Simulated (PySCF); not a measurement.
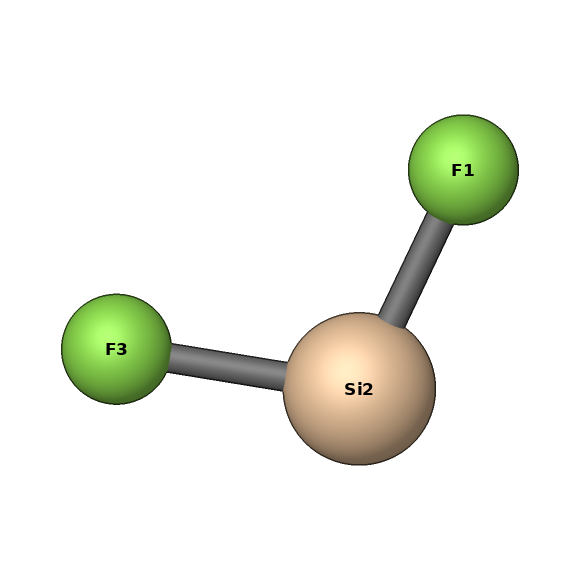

The questions are on Mulliken spin populations. State: neutral, triplet. The computed structure is the end point of a GFN2-xTB optimisation. No frequency run is at hand to confirm it as a minimum. Properties computed with UKS B3LYP, pcH-1 on F Si, non-relativistic (PySCF 2.14.0).

Give the Mulliken spin populations atom by atom.

```csv
atom,value (e)
F1,0.12
Si2,1.76
F3,0.12
```

Mulliken values depend strongly on the basis set. The spin state was imposed, and no run here compares it with a lower spin, which may lie lower. The geometry is semi-empirical. Around Si such bond lengths and angles can be off by a tenth of an ångström or more and by several degrees, and values that hang on the shape move with them.
